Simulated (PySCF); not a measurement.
Molecule: SMILES Cc1ccccc1Br (C₇H₇Br). Atoms near the plane z = 0.0 Å, at the GFN2-xTB optimised geometry (x, y, z in Å): C1 (-2.5, 0.3, 0.0), C2 (-1.0, 0.4, 0.0), C3 (-0.3, 1.5, 0.0), C4 (1.1, 1.6, 0.0), C5 (1.8, 0.4, 0.0), C6 (1.1, -0.8, 0.0), C7 (-0.3, -0.8, 0.0), Br8 (-1.2, -2.5, 0.0), H9 (-2.9, -0.2, 0.9), H10 (-2.9, -0.2, -0.9), H11 (-2.9, 1.3, 0.0), H12 (-0.8, 2.5, 0.0), H13 (1.6, 2.5, 0.0), H14 (2.9, 0.4, 0.0), H15 (1.7, -1.8, 0.0).

Method: PySCF with PBE0/def2-TZVP. Cells within 0.4 Å of a nucleus heavier than hydrogen are left out (blank, or x). The values are rescaled to run from 0 to 1.

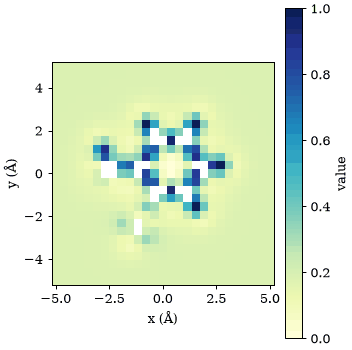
Figure. a field on the plane z = 0.0 Å.

Task: Which quantity is mapped?
(A) deformation density (molecule minus spherical neutral atoms)
(B) an orbital amplitude
(C) electron localisation function
(D) log10 of the electron density

Result: A, deformation density (molecule minus spherical neutral atoms). In full: deformation density (molecule minus spherical neutral atoms) (e/bohr³).
